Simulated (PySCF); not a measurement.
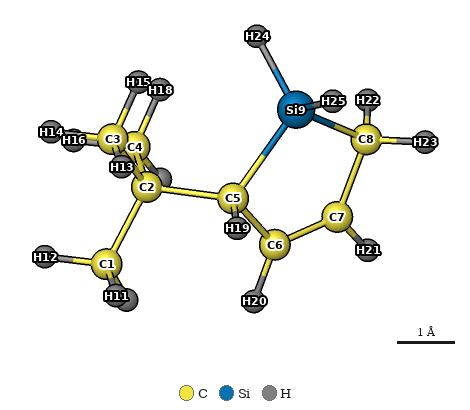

Figure 1. The structure (ball-and-stick view, seen at a tilt; atoms are numbered from 1 in the order of the input).

## C₈H₁₆Si: a changed input and its effect

System: C₈H₁₆Si.
Method of run 1: GIAO wB97X-D/pcSseg-1 NMR shielding, non-relativistic, gas phase (PySCF 2.14.0).

The geometry comes from this level: PBE0-D3(BJ)/def2-SVP. Text and figures count atoms from 1; the logs count them from 0 in places.

**Input, run 1**
```
{"job": {"kind": "nmr", "xc": "wB97X-D", "basis": "pcSseg-1", "pop": false}, "charge": 0, "multiplicity": 1}
C     -2.014150     0.260868     0.887272
C     -0.836019     0.517368    -0.058899
C     -0.877720     1.981759    -0.500292
C     -0.964945    -0.395930    -1.279421
C      0.503044     0.256096     0.685147
C      0.689082    -1.157927     1.181825
C      1.784182    -1.855928     0.846793
C      2.839663    -1.218564    -0.017070
Si     2.134393     0.524897    -0.286352
H     -2.070313    -0.793488     1.196427
H     -1.934208     0.878198     1.796558
H     -2.967938     0.509215     0.394969
H     -0.772944     2.658166     0.363314
H     -1.832962     2.215397    -0.996558
H     -0.069272     2.213764    -1.211828
H     -1.929334    -0.234214    -1.786453
H     -0.906891    -1.456453    -0.989488
H     -0.168040    -0.204151    -2.014180
H      0.512947     0.939480     1.556421
H     -0.076303    -1.608726     1.823605
H      1.922260    -2.882914     1.204275
H      2.993947    -1.779839    -0.954808
H      3.818871    -1.199706     0.491079
H      1.963782     0.868079    -1.732198
H      2.984567     1.590646     0.329411
```

The first line tells a small driver script what to run in PySCF; the rest is the geometry in Å.

Launched with:
```bash
OMP_NUM_THREADS=1 python <driver script> task.json out
```

Hardware: 1 CPU thread, shared host.

**Output (run 1)**
```
coarse grid: 20232 points
cycle   1  E = -603.7080566551  dE =  1.148e+00  |g| = 3.442e-01  |ddm| = 4.284e+00
cycle   2  E = -603.7313531743  dE = -2.330e-02  |g| = 2.294e-01  |ddm| = 5.343e-01
cycle   3  E = -603.7444496930  dE = -1.310e-02  |g| = 3.850e-02  |ddm| = 2.259e-01
cycle   4  E = -603.7448558730  dE = -4.062e-04  |g| = 1.756e-02  |ddm| = 6.917e-02
cycle   5  E = -603.7449291817  dE = -7.331e-05  |g| = 3.789e-03  |ddm| = 2.001e-02
cycle   6  E = -603.7449330267  dE = -3.845e-06  |g| = 1.329e-03  |ddm| = 5.747e-03
final grid: 187544 points
cycle   7  E = -603.8087435058  dE = -3.005e-04  |g| = 4.986e-03  |ddm| = 5.945e-02
cycle   8  E = -603.8087487280  dE = -5.222e-06  |g| = 3.394e-03  |ddm| = 1.168e-02
cycle   9  E = -603.8087513107  dE = -2.583e-06  |g| = 7.351e-04  |ddm| = 3.123e-03
cycle  10  E = -603.8087514746  dE = -1.639e-07  |g| = 2.910e-04  |ddm| = 1.359e-03
cycle  11  E = -603.8087514943  dE = -1.970e-08  |g| = 8.303e-05  |ddm| = 3.411e-04
cycle  12  E = -603.8087514963  dE = -1.975e-09  |g| = 2.525e-05  |ddm| = 1.329e-04
cycle  13  E = -603.8087514965  dE = -2.053e-10  |g| = 8.151e-06  |ddm| = 5.006e-05
converged SCF energy = -603.8087514965

GIAO shielding tensors (ppm)
atom      isotropic    diamagn.    paramagn.     s11        s22        s33       span
  0 C      152.364     248.021     -95.657    129.704    143.415    183.974     54.270
  1 C      152.325     241.809     -89.484    148.127    150.191    158.657     10.529
  2 C      150.775     247.610     -96.835    131.188    137.599    183.538     52.350
  3 C      158.667     248.670     -90.003    145.275    147.980    182.745     37.470
  4 C      141.489     252.093    -110.604    122.567    137.778    164.121     41.554
  5 C       39.793     255.892    -216.099    -76.901     57.929    138.351    215.253
  6 C       42.734     256.296    -213.562    -73.046     62.062    139.186    212.232
  7 C      171.126     256.777     -85.651    159.004    161.153    193.221     34.217
  8 Si     379.676     880.719    -501.043    324.471    377.868    436.689    112.218
  9 H       29.948      31.885      -1.937     25.354     28.834     35.656     10.302
 10 H       30.524      31.540      -1.016     27.077     27.727     36.768      9.691
 11 H       30.488      31.099      -0.611     26.616     28.005     36.844     10.228
 12 H       30.440      31.297      -0.858     27.385     27.616     36.319      8.934
 13 H       30.449      30.878      -0.429     26.585     27.753     37.008     10.423
 14 H       30.303      31.466      -1.163     25.574     29.832     35.504      9.930
 15 H       30.783      31.765      -0.982     26.831     28.284     37.233     10.402
 16 H       30.443      32.315      -1.872     26.139     29.770     35.420      9.281
 17 H       30.448      32.495      -2.048     25.760     29.854     35.728      9.968
 18 H       29.618      33.915      -4.297     26.030     28.886     33.939      7.909
 19 H       25.281      32.925      -7.644     22.152     24.743     28.948      6.796
 20 H       25.307      30.628      -5.320     22.773     25.017     28.133      5.360
 21 H       29.854      30.476      -0.623     26.037     26.700     36.824     10.787
 22 H       29.877      28.526       1.352     25.361     26.725     37.547     12.186
 23 H       26.974      30.301      -3.327     23.184     26.890     30.846      7.662
 24 H       27.190      29.545      -2.355     23.173     25.322     33.075      9.902
```

The input of run 2 differs as follows (lines with − go, lines with + come):
```diff
-"xc": "wB97X-D"
+"xc": "PBE0"
-"pop": false
```

Predict how the results change.

The total energies belong to different methods, so their difference says nothing on which is more stable or more accurate. The HOMO goes from −8.86 to −7.04 eV. The LUMO goes from 2.22 to 0.41 eV. The dipole moment goes from 0.34 to 0.38 D. Of all shieldings, the largest change is that of C5, by −1.9 ppm. The functional changes from wB97X-D to PBE0. The SCF takes 14 iterations against 13.

**Output (run 2)**
```
coarse grid: 20232 points
cycle   1  E = -603.2770770592  dE =  7.723e-01  |g| = 5.096e-01  |ddm| = 4.335e+00
cycle   2  E = -603.2526499808  dE =  2.443e-02  |g| = 5.973e-01  |ddm| = 1.063e+00
cycle   3  E = -603.3481243034  dE = -9.547e-02  |g| = 6.228e-02  |ddm| = 6.528e-01
cycle   4  E = -603.3487408864  dE = -6.166e-04  |g| = 3.826e-02  |ddm| = 1.061e-01
cycle   5  E = -603.3490757379  dE = -3.349e-04  |g| = 1.164e-02  |ddm| = 4.197e-02
cycle   6  E = -603.3491080725  dE = -3.233e-05  |g| = 3.261e-03  |ddm| = 1.219e-02
cycle   7  E = -603.3491106313  dE = -2.559e-06  |g| = 3.050e-04  |ddm| = 2.829e-03
final grid: 187544 points
cycle   8  E = -603.4063778367  dE = -7.626e-05  |g| = 9.983e-03  |ddm| = 5.369e-02
cycle   9  E = -603.4063642861  dE =  1.355e-05  |g| = 1.226e-02  |ddm| = 2.202e-02
cycle  10  E = -603.4064044108  dE = -4.012e-05  |g| = 1.105e-03  |ddm| = 1.310e-02
cycle  11  E = -603.4064046478  dE = -2.371e-07  |g| = 5.187e-04  |ddm| = 1.676e-03
cycle  12  E = -603.4064047109  dE = -6.310e-08  |g| = 1.458e-04  |ddm| = 5.192e-04
cycle  13  E = -603.4064047158  dE = -4.895e-09  |g| = 4.287e-05  |ddm| = 1.497e-04
cycle  14  E = -603.4064047163  dE = -4.434e-10  |g| = 4.790e-06  |ddm| = 4.323e-05
converged SCF energy = -603.4064047163

GIAO shielding tensors (ppm)
atom      isotropic    diamagn.    paramagn.     s11        s22        s33       span
  0 C      152.387     248.021     -95.634    129.321    143.557    184.282     54.961
  1 C      151.587     242.297     -90.711    147.237    149.454    158.070     10.833
  2 C      150.546     247.633     -97.087    130.556    137.384    183.699     53.143
  3 C      158.796     248.602     -89.807    145.595    147.921    182.871     37.276
  4 C      139.578     251.284    -111.706    120.309    136.089    162.337     42.028
  5 C       40.244     255.315    -215.071    -73.166     56.643    137.255    210.421
  6 C       43.114     255.892    -212.778    -69.279     60.832    137.788    207.067
  7 C      169.727     256.505     -86.778    157.263    159.213    192.705     35.442
  8 Si     381.143     880.837    -499.694    326.661    379.076    437.692    111.031
  9 H       29.814      31.700      -1.886     25.200     28.690     35.552     10.352
 10 H       30.421      31.411      -0.990     26.994     27.591     36.677      9.683
 11 H       30.368      31.019      -0.651     26.501     27.876     36.726     10.225
 12 H       30.319      31.161      -0.842     27.279     27.478     36.199      8.920
 13 H       30.332      30.797      -0.465     26.472     27.623     36.902     10.430
 14 H       30.172      31.235      -1.063     25.434     29.708     35.374      9.940
 15 H       30.694      31.644      -0.949     26.763     28.193     37.127     10.364
 16 H       30.327      32.025      -1.698     25.989     29.653     35.338      9.350
 17 H       30.322      32.191      -1.869     25.597     29.748     35.619     10.022
 18 H       29.333      33.586      -4.253     25.772     28.598     33.628      7.856
 19 H       25.117      32.780      -7.663     21.980     24.583     28.789      6.809
 20 H       25.148      30.604      -5.456     22.566     24.942     27.935      5.369
 21 H       29.633      30.277      -0.644     25.786     26.483     36.629     10.843
 22 H       29.650      28.503       1.148     25.094     26.524     37.334     12.239
 23 H       26.831      30.105      -3.274     23.038     26.762     30.692      7.655
 24 H       27.072      29.448      -2.376     23.053     25.197     32.965      9.912
```

**The two runs side by side**

| quantity | run 1 | run 2 |
| --- | --- | --- |
| outcome | converged | converged |
| total energy (hartree) | −603.808751 | −603.406405 |
| HOMO (eV) | −8.86 | −7.04 |
| LUMO (eV) | 2.22 | 0.41 |
| dipole moment (D) | 0.34 | 0.38 |
| shielding of C2 (ppm) | 152.3 | 151.6 |
| shielding of C5 (ppm) | 141.5 | 139.6 |
| shielding of C6 (ppm) | 39.8 | 40.2 |
| shielding of C7 (ppm) | 42.7 | 43.1 |
| shielding of C8 (ppm) | 171.1 | 169.7 |
| shielding of Si9 (ppm) | 379.7 | 381.1 |
| shielding of H19 (ppm) | 29.6 | 29.3 |
| SCF iterations | 13 | 14 |
| basis functions | 240 | 240 |
| wall time (shared host) | 2 min | 2.1 min |
